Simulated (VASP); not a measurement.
Band structure of HfC (rock salt). Level of theory: SCAN meta-GGA, VASP's PBE PAW potentials (set 64) (plane waves; VASP).

Unless said otherwise, spin-orbit coupling is left out, though it shifts the bands of the heavy elements here.

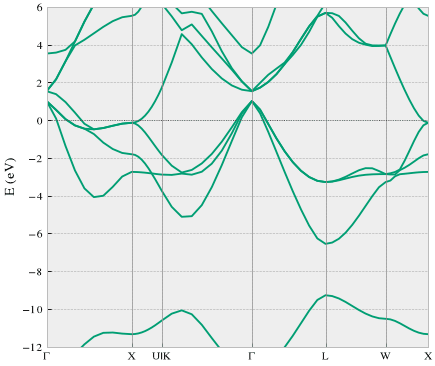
Fig. 1. Bands along high-symmetry lines, zero at the valence-band maximum or, without a gap, the Fermi level

Read the plot: is there a gap, and where are the band edges?

It has no gap at this level: it comes out as a metal or semimetal.

The compound is HfC in the rock salt structure. It was relaxed first.
